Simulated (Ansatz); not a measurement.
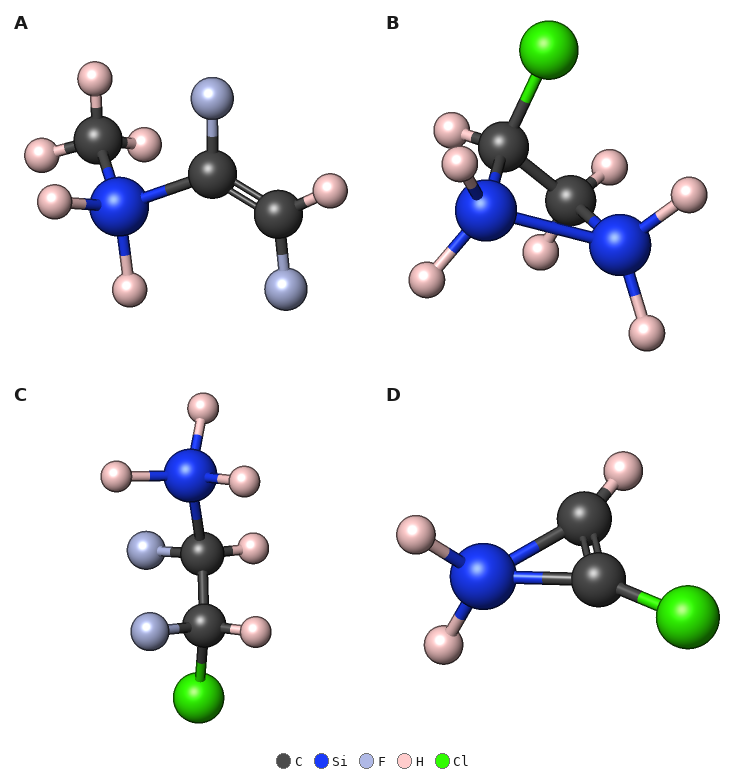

Figure made from data computed with Ansatz.

Q: Match each picture to its SMILES.
(1) C[SiH2]/C(F)=C\F
(2) ClC1=C[SiH2]1
(3) F[C@@H]([SiH3])[C@@H](F)Cl
(4) Cl[C@H]1C[SiH2][SiH2]1

A: A is (1), B is (4), C is (3), D is (2).
